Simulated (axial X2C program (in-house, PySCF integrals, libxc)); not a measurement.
# All-electron X2C curves of InH

What are the state, bond length, wavenumber and bond energy of InH, and what does spin–orbit coupling change?

The runs use an in-house X2C program for linear molecules on PySCF integrals; all-electron X2C, In dyall-cv3z, H dyall-v3z.

All values are calculated.

### Step 1. Set-up

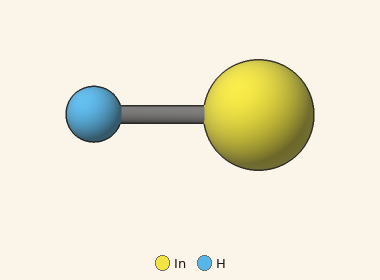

The two atoms at 1.740 Å (indium yellow, hydrogen blue).

File task.json:

```json
{
 "zs": [
  49,
  1
 ],
 "q": 0,
 "bas": [
  "dyall-cv3z",
  "dyall-v3z"
 ],
 "levels": [
  "PBE0",
  "HF",
  "PBE"
 ],
 "cc": true,
 "r0": 1.74,
 "thr": -2.0,
 "nmax": 90,
 "npts": 10,
 "nst": 2,
 "ntry": 6
}
```

Keys: zs atomic numbers; q charge; bas basis sets; levels methods (HF also brings MP2); cc coupled cluster on or off; r0 starting distance in Å; thr threshold in hartree for freezing inner shells (an s shell follows its p shell); nmax most natural virtual spinors; npts points asked for on the curve; nst determinants followed; ntry starts of the search.

Started as:

```sh
> python so2c.py task.json out
```

Spin-free means the one-electron spin-free X2C Hamiltonian; two-component (2c) means X2C with spin–orbit coupling and atomic mean-field two-electron Coulomb and Gaunt terms. Basis: In dyall-cv3z contracted to [11s12p9d4f1g], H dyall-v3z contracted to [6s2p1d]; Gaussian nuclei, density fitting. Masses: In 114.904 u, H 1.008 u.

Notation: σ, π±, δ± give the projection m of an orbital's angular momentum (0, ±1, ±2), α and β its spin, Λ and M_S the sums; ω is the projection of a spinor's total angular momentum and Ω the sum. Logs are in hartree.

The results follow Hamiltonian by Hamiltonian and level by level.

### Step 2. Which state to follow

PBE0 moves the distance from 1.740 Å to 1.851 Å and compares determinants there.

Spin-free determinants:

| ΔE (eV) | state | open shells |
| --- | --- | --- |
| 0.00 | M_S = 0, Λ = 0 | closed shell |
| 2.03 | M_S = 1, Λ = 1 | beyond closed shells: σα, π+α |
| 2.33 | M_S = 0, Λ = 1 | beyond closed shells: σα, π+β |
| 4.66 | M_S = 1, Λ = 0 | beyond closed shells: 2 × σα |
| 5.49 | M_S = 1, Λ = 0 | beyond closed shells: π+α, π-α |

Two-component determinants:

```
ΔE (eV)  state                              open shells
   0.00  Ω = 0                             closed shell
   2.14  Ω = 2   excess of +ω over −ω: ω = 1/2, ω = 3/2
   2.24  Ω = 1        excess of +ω over −ω: 2 × ω = 1/2
   2.43  Ω = 1  excess of +ω over −ω: ω = -1/2, ω = 3/2
```

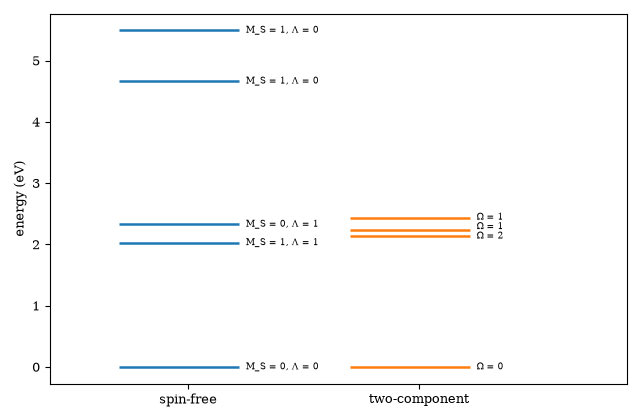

The determinants found, each set from its own lowest.

### Step 3. PBE0, spin-free

State followed: M_S = 0, Λ = 0 (closed shell). The scan is laid around 1.851 Å, a first estimate of the minimum, and this SCF restarts from the orbitals of the search.

Output at 1.851 Å:

```text
spin-free X2C-1e  PBE0
basis functions 146  fitting functions 745  grid points 5071
iter        total energy     max residual
   1      -5881.260117596     6.92e-05
   2      -5881.260117645     4.61e-05
   3      -5881.260117677     1.29e-05
   4      -5881.260117677     9.38e-06
converged
one-electron -8122.78431422  Coulomb 2388.85260924  exact exchange -39.73623581  xc functional -121.60064978  nuclear repulsion 14.00847290
```

Along the bond, energies from the lowest point:

```csv
R (Å),E (eV),μ (D),HOMO (eV),LUMO (eV),iterations
1.610,0.3104,0.30,-5.55,-1.71,12
1.684,0.1332,-0.03,-5.61,-1.72,10
1.740,0.0544,-0.29,-5.65,-1.73,9
1.796,0.0123,-0.55,-5.68,-1.74,9
1.851,0.0000,-0.81,-5.71,-1.75,4
1.916,0.0159,-1.11,-5.73,-1.78,9
1.981,0.0574,-1.41,-5.73,-1.80,8
2.064,0.1392,-1.80,-5.72,-1.84,9
2.166,0.2702,-2.27,-5.69,-1.88,8
2.314,0.4977,-2.94,-5.60,-1.96,9
```

Dipoles are positive if H is the positive end.

Outer orbitals at the reference distance:

```tsv
symmetry	occupied	ε (eV)	atomic character
δ+α	yes	-21.11	100% In d
δ-α	yes	-21.11	100% In d
σα	yes	-20.86	99% In d
π+α	yes	-20.84	100% In d
π-α	yes	-20.84	100% In d
σα	yes	-10.10	62% In s, 33% H s, 2% H p
σα	yes	-5.71	45% In p, 28% H s, 22% In s
π+α	no	-1.75	98% In p
π-α	no	-1.75	98% In p
σα	no	0.98	50% In p, 20% In d, 13% H s
σα	no	1.63	67% In s, 13% H s, 11% In p
```

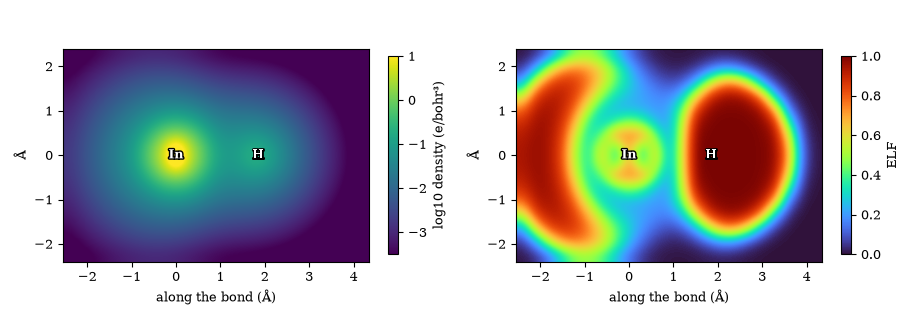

PBE0 fields in a plane through the axis, from a grid of 0.3 Å; In lies at z = 0 and H at z = 1.851 Å; the ELF is damped to zero where the density is low.

Re = 1.849 Å, ωe = 1462 cm⁻¹, ωexe = 22.6 cm⁻¹, Be = 4.933 cm⁻¹, De = 2.63 eV, μ = -0.80 D.

### Step 4. HF, spin-free

The SCF at the reference distance of 1.851 Å:

```text
spin-free X2C-1e  HF
basis functions 146  fitting functions 745  grid points 5071
iter        total energy     max residual
   1      -5878.868175331     3.25e-01
   2      -5878.888220878     7.29e-03
   3      -5878.888965202     6.96e-03
   4      -5878.889003939     1.22e-03
   5      -5878.889007752     3.87e-04
   6      -5878.889008203     9.58e-05
   7      -5878.889008230     1.97e-05
   8      -5878.889008233     3.43e-06
   9      -5878.889008233     6.97e-07
converged
one-electron -8122.14314570  Coulomb 2388.27129946  exact exchange -159.02563489  xc functional 0.00000000  nuclear repulsion 14.00847290
```

Re = 1.844 Å, ωe = 1524 cm⁻¹, ωexe = 22.7 cm⁻¹, Be = 4.961 cm⁻¹, De = 1.84 eV, μ = -0.54 D.

### Step 5. PBE, spin-free

The SCF at the reference distance of 1.851 Å:

```text
spin-free X2C-1e  PBE
basis functions 146  fitting functions 745  grid points 5071
iter        total energy     max residual
   1      -5881.186026460     1.13e-01
   2      -5881.188614669     3.62e-03
   3      -5881.188712639     3.06e-03
   4      -5881.188724648     1.83e-04
   5      -5881.188724987     1.85e-04
   6      -5881.188725175     3.00e-05
   7      -5881.188725178     3.83e-05
   8      -5881.188725187     3.97e-06
converged
one-electron -8122.45575012  Coulomb 2388.49672977  exact exchange 0.00000000  xc functional -161.23817775  nuclear repulsion 14.00847290
```

Re = 1.871 Å, ωe = 1395 cm⁻¹, ωexe = 22.5 cm⁻¹, Be = 4.82 cm⁻¹, De = 2.66 eV, μ = -0.96 D.

### Step 6. MP2 and beyond, spin-free

Correlated methods: 14 electrons correlated (frozen shells, counted by type: In 4 s, 3 p, 1 d; H none), 192 virtual spinors in MP2, 90 natural virtuals in coupled cluster.

Output of the correlated part at 1.851 Å:

```text
correlated 14  virtual 192  natural virtual 90  E(MP2) -0.505009882  MP2 remainder -0.022881313
iter   CCSD correlation   residual
   1     -0.447059649   1.24e-01
   2     -0.459114986   4.31e-02
   3     -0.459937565   1.58e-02
   4     -0.459930351   3.28e-03
   5     -0.459970760   7.04e-04
   6     -0.459967541   2.32e-04
   7     -0.459967393   6.18e-05
   8     -0.459967958   1.55e-05
   9     -0.459967691   3.94e-06
  10     -0.459967759   8.44e-07
  11     -0.459967745   2.23e-07
(T) -0.013797569  T1 0.0215  D1 0.0536  max T2 0.086
```

T1 in the output is the amplitude norm over the root of the electron number; divide by √2 for the Lee–Taylor value.

MP2: Re = 1.825 Å, ωe = 1515 cm⁻¹, Be = 5.068 cm⁻¹, De = 2.51 eV.

CCSD: Re = 1.840 Å, ωe = 1477 cm⁻¹, ωexe = 24.2 cm⁻¹, Be = 4.983 cm⁻¹, De = 2.74 eV. T1 at Re = 0.015 (Lee–Taylor, the printed value over √2).

CCSD(T): Re = 1.842 Å, ωe = 1466 cm⁻¹, ωexe = 24.5 cm⁻¹, Be = 4.973 cm⁻¹, De = 2.75 eV. T1 at Re = 0.015 (Lee–Taylor, the printed value over √2).

### Step 7. A higher determinant, spin-free

State: M_S = 1, Λ = 1 (beyond closed shells: σα, π+α).

Output at the reference distance:

```text
spin-free X2C-1e  PBE0
basis functions 146  fitting functions 745  grid points 5071
iter        total energy     max residual
   1      -5881.185600656     3.36e-05
   2      -5881.185600671     1.57e-05
   3      -5881.185600675     7.09e-06
converged
one-electron -8121.87745987  Coulomb 2387.98258291  exact exchange -39.73146470  xc functional -121.56773191  nuclear repulsion 14.00847290
```

```csv
R (Å),E above the lowest PBE0 point (eV)
1.610,2.145
1.684,2.043
1.740,2.012
1.796,2.009
1.851,2.028
1.916,2.068
1.981,2.121
2.064,2.197
2.166,2.290
```

Re = 1.773 Å, ωe = 1455 cm⁻¹, ωexe = 68.3 cm⁻¹, Be = 5.369 cm⁻¹, μ = -0.36 D. Te = 2.01 eV.

### Step 8. The spin-free curves together

Energy (eV) of the followed determinant, spin-free, from each level's lowest point:

```csv
R (Å),PBE0,HF,MP2,CCSD,CCSD(T),PBE
1.610,0.310,0.320,0.257,n/a,n/a,0.345
1.684,0.133,0.135,0.097,0.120,0.122,0.158
1.740,0.054,0.053,0.031,0.046,0.047,0.072
1.796,0.012,0.011,0.001,0.008,0.009,0.021
1.851,0.000,0.000,0.000,0.000,0.000,0.000
1.916,0.016,0.020,0.028,0.020,0.019,0.005
1.981,0.057,0.067,0.082,0.066,0.063,0.036
2.064,0.139,0.158,0.177,0.152,0.147,0.104
2.166,0.270,0.302,0.324,n/a,n/a,0.217
2.314,0.498,0.550,0.571,n/a,n/a,0.420
```

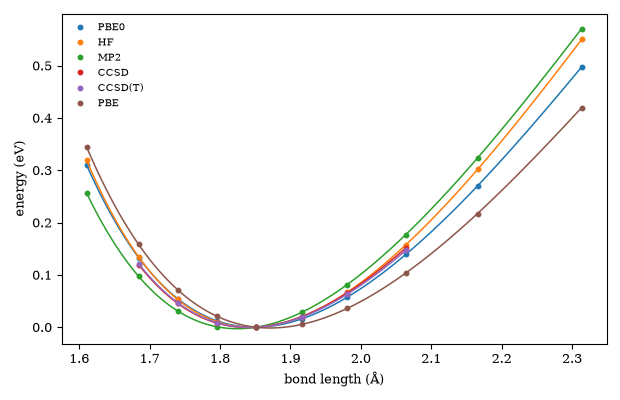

Curves of the followed state, spin-free, each from its own lowest point.

### Step 9. PBE0, 2c

State followed: Ω = 0 (closed shell). The scan is laid around 1.851 Å, a first estimate of the minimum, and this SCF restarts from the orbitals of the search.

Output at 1.851 Å:

```text
two-component X2C + atomic mean field  PBE0
basis functions 146  fitting functions 745  grid points 5071
iter        total energy     max residual
   1      -5878.790303993     5.32e-05
   2      -5878.790303994     3.11e-05
   3      -5878.790304001     4.03e-06
converged
one-electron -8115.78949628  Coulomb 2387.50956904  exact exchange -39.71224165  xc functional -121.53053101  nuclear repulsion 14.00847290  atomic mean-field constant -3.27607700
```

Along the bond, energies from the lowest point:

```csv
R (Å),E (eV),μ (D),HOMO (eV),LUMO (eV),iterations
1.610,0.3080,0.31,-5.56,-1.79,12
1.684,0.1318,-0.02,-5.62,-1.79,10
1.740,0.0535,-0.28,-5.66,-1.81,9
1.796,0.0119,-0.53,-5.69,-1.82,9
1.851,0.0000,-0.79,-5.71,-1.84,3
1.916,0.0162,-1.10,-5.73,-1.86,9
1.981,0.0581,-1.40,-5.74,-1.88,8
2.064,0.1402,-1.79,-5.73,-1.92,9
2.166,0.2713,-2.26,-5.70,-1.97,7
2.314,0.4991,-2.92,-5.61,-2.05,9
```

Dipoles are positive if H is the positive end.

Outer spinors at the reference distance:

```tsv
ω	occupied	ε (eV)	atomic character	λ mixture
3/2	yes	-21.57	100% In d	88% δ, 12% π
1/2	yes	-21.35	99% In d	59% π, 41% σ
5/2	yes	-20.78	100% In d	100% δ
3/2	yes	-20.55	100% In d	88% π, 12% δ
1/2	yes	-20.52	99% In d	59% σ, 41% π
1/2	yes	-10.10	62% In s, 33% H s, 2% H p	100% σ
1/2	yes	-5.71	46% In p, 27% H s, 22% In s	100% σ
1/2	no	-1.84	98% In p	100% π
3/2	no	-1.66	98% In p	100% π
1/2	no	0.98	50% In p, 20% In d, 13% H s	100% σ
1/2	no	1.63	67% In s, 13% H s, 11% In p	100% σ
```

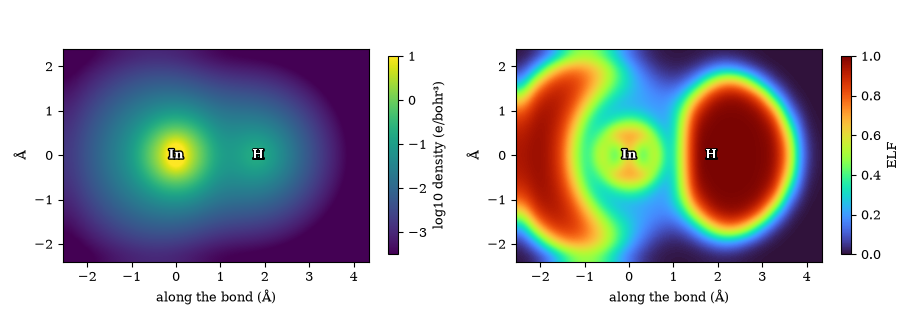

PBE0 fields in a plane through the axis, from a grid of 0.3 Å; In lies at z = 0 and H at z = 1.851 Å; the ELF is damped to zero where the density is low.

Re = 1.849 Å, ωe = 1462 cm⁻¹, ωexe = 22.6 cm⁻¹, Be = 4.937 cm⁻¹, De = 2.54 eV, μ = -0.78 D.

### Step 10. HF, 2c

Output at 1.851 Å:

```text
two-component X2C + atomic mean field  HF
basis functions 146  fitting functions 745  grid points 5071
iter        total energy     max residual
   1      -5876.396497933     3.66e-01
   2      -5876.416553269     7.27e-03
   3      -5876.417301688     7.88e-03
   4      -5876.417341533     1.40e-03
   5      -5876.417345764     4.72e-04
   6      -5876.417346375     1.59e-04
   7      -5876.417346499     3.93e-05
   8      -5876.417346538     4.37e-05
   9      -5876.417346551     2.23e-05
  10      -5876.417346552     1.99e-06
converged
one-electron -8115.14321038  Coulomb 2386.92303862  exact exchange -158.92957069  xc functional 0.00000000  nuclear repulsion 14.00847290  atomic mean-field constant -3.27607700
```

Re = 1.844 Å, ωe = 1524 cm⁻¹, ωexe = 22.8 cm⁻¹, Be = 4.965 cm⁻¹, De = 1.66 eV, μ = -0.53 D.

### Step 11. PBE, 2c

Output at 1.851 Å:

```text
two-component X2C + atomic mean field  PBE
basis functions 146  fitting functions 745  grid points 5071
iter        total energy     max residual
   1      -5878.716902910     1.26e-01
   2      -5878.719493152     3.61e-03
   3      -5878.719590630     3.42e-03
   4      -5878.719602588     1.84e-04
   5      -5878.719602941     2.16e-04
   6      -5878.719603138     2.97e-05
   7      -5878.719603142     3.72e-05
   8      -5878.719603151     3.71e-06
converged
one-electron -8115.46298323  Coulomb 2387.15579348  exact exchange 0.00000000  xc functional -161.14480930  nuclear repulsion 14.00847290  atomic mean-field constant -3.27607700
```

Re = 1.870 Å, ωe = 1395 cm⁻¹, ωexe = 22.6 cm⁻¹, Be = 4.824 cm⁻¹, De = 2.58 eV, μ = -0.94 D.

### Step 12. Correlated methods, 2c

Correlated methods: 14 electrons correlated (frozen shells, counted by type: In 4 s, 3 p, 1 d; H none), 192 virtual spinors in MP2, 90 natural virtuals in coupled cluster.

Output of the correlated part at 1.851 Å:

```text
correlated 14  virtual 192  natural virtual 90  E(MP2) -0.504928076  MP2 remainder -0.022856127
iter   CCSD correlation   residual
   1     -0.447012391   1.24e-01
   2     -0.459058038   4.31e-02
   3     -0.459878433   1.58e-02
   4     -0.459871778   3.34e-03
   5     -0.459912704   7.52e-04
   6     -0.459909185   2.72e-04
   7     -0.459909052   8.77e-05
   8     -0.459909789   3.47e-05
   9     -0.459909316   1.70e-05
  10     -0.459909410   8.15e-06
  11     -0.459909388   2.98e-06
  12     -0.459909439   1.25e-06
  13     -0.459909437   4.28e-07
(T) -0.013792668  T1 0.0215  D1 0.0535  max T2 0.085
```

MP2: Re = 1.824 Å, ωe = 1514 cm⁻¹, Be = 5.071 cm⁻¹, De = 2.37 eV.

CCSD: Re = 1.840 Å, ωe = 1476 cm⁻¹, ωexe = 24.1 cm⁻¹, Be = 4.986 cm⁻¹, De = 2.58 eV. T1 at Re = 0.015 (Lee–Taylor, the printed value over √2).

CCSD(T): Re = 1.842 Å, ωe = 1465 cm⁻¹, ωexe = 24.5 cm⁻¹, Be = 4.975 cm⁻¹, De = 2.59 eV. T1 at Re = 0.015 (Lee–Taylor, the printed value over √2).

### Step 13. A higher determinant, 2c

State: Ω = 2 (excess of +ω over −ω: ω = 1/2, ω = 3/2).

Output at the reference distance:

```text
two-component X2C + atomic mean field  PBE0
basis functions 146  fitting functions 745  grid points 5071
iter        total energy     max residual
   1      -5878.711814665     1.17e-05
   2      -5878.711814667     7.73e-06
converged
one-electron -8114.74101724  Coulomb 2386.49921900  exact exchange -39.70688737  xc functional -121.49552496  nuclear repulsion 14.00847290  atomic mean-field constant -3.27607700
```

```csv
R (Å),E above the lowest PBE0 point (eV)
1.610,2.254
1.684,2.152
1.740,2.120
1.796,2.117
1.851,2.136
1.916,2.176
1.981,2.228
2.064,2.304
2.166,2.396
```

Re = 1.773 Å, ωe = 1452 cm⁻¹, ωexe = 68.9 cm⁻¹, Be = 5.365 cm⁻¹, μ = -0.34 D. Te = 2.12 eV.

### Step 14. The 2c curves together

Energy (eV) of the followed determinant, 2c, from each level's lowest point:

```csv
R (Å),PBE0,HF,MP2,CCSD,CCSD(T),PBE
1.610,0.308,0.317,0.255,n/a,n/a,0.342
1.684,0.132,0.133,0.096,0.119,0.120,0.157
1.740,0.054,0.052,0.030,0.045,0.046,0.071
1.796,0.012,0.010,0.001,0.008,0.009,0.021
1.851,0.000,0.000,0.000,0.000,0.000,0.000
1.916,0.016,0.020,0.029,0.021,0.019,0.006
1.981,0.058,0.067,0.082,0.066,0.063,0.037
2.064,0.140,0.159,0.178,0.152,0.147,0.105
2.166,0.271,0.303,0.324,n/a,n/a,0.218
2.314,0.499,0.552,0.572,n/a,n/a,0.421
```

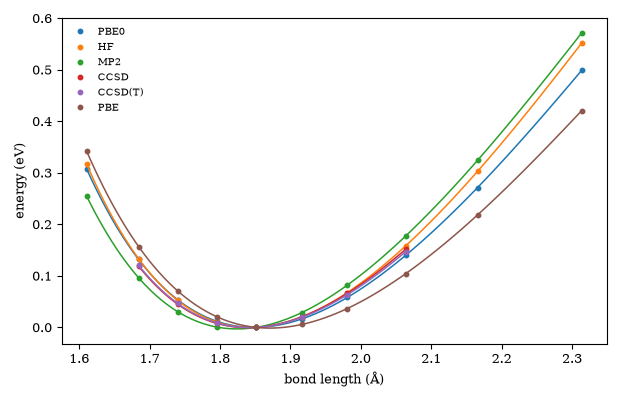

Curves of the followed state, 2c, each from its own lowest point.

The whole job took 2.8 min on 1 thread of Intel Xeon at 2.60GHz (Ice Lake), shared host; peak memory 0.83 GiB.

### Step 15. Constants

Lowest determinant that the search found at its distance, spin-free: M_S = 0, Λ = 0 (closed shell).

Lowest determinant that the search found at its distance, 2c: Ω = 0 (closed shell).

| Hamiltonian | level | Re (Å) | ωe (cm⁻¹) | De (eV) | μ (D) |
| --- | --- | --- | --- | --- | --- |
| spin-free | PBE0 | 1.849 | 1462 | 2.63 | -0.80 |
| spin-free | HF | 1.844 | 1524 | 1.84 | -0.54 |
| spin-free | MP2 | 1.825 | 1515 | 2.51 | n/a |
| spin-free | CCSD | 1.840 | 1477 | 2.74 | n/a |
| spin-free | CCSD(T) | 1.842 | 1466 | 2.75 | n/a |
| spin-free | PBE | 1.871 | 1395 | 2.66 | -0.96 |
| 2c | PBE0 | 1.849 | 1462 | 2.54 | -0.78 |
| 2c | HF | 1.844 | 1524 | 1.66 | -0.53 |
| 2c | MP2 | 1.824 | 1514 | 2.37 | n/a |
| 2c | CCSD | 1.840 | 1476 | 2.58 | n/a |
| 2c | CCSD(T) | 1.842 | 1465 | 2.59 | n/a |
| 2c | PBE | 1.870 | 1395 | 2.58 | -0.94 |

Dipoles are positive if H is the positive end.

Time per point (s) on 1 thread of Intel Xeon at 2.60GHz (Ice Lake), shared host (2c runs; CCSD comes with the CCSD(T) run); the times are rough: PBE0 0.31, HF 0.16, MP2 0.32, CCSD(T) 7.4, PBE 0.27.

What this shows: At CCSD(T), going from spin-free to two-component changes Re by 0 mÅ, ωe by -0.1 %; the spin-free picture holds up (part of it comes from the scalar share of the two-electron terms). De moves by -0.16 eV; both De rest on single-determinant atoms, which can miss part of an open shell's spin–orbit lowering.

De refers to In + H, each in the lowest determinant found, which need not be this curve's own limit. Each curve is one determinant whose occupation by symmetry is held fixed; it was picked as the lowest of a PBE0 search that is not exhaustive. The closed shell is kept restricted; where the fragments are open shells, the energy then runs too high at long range. Dissociation energies refer to the lowest single-determinant-based atoms at the same level and basis. Coupled cluster ran in a truncated set of natural virtual spinors; the MP2 energy of the rest was added.
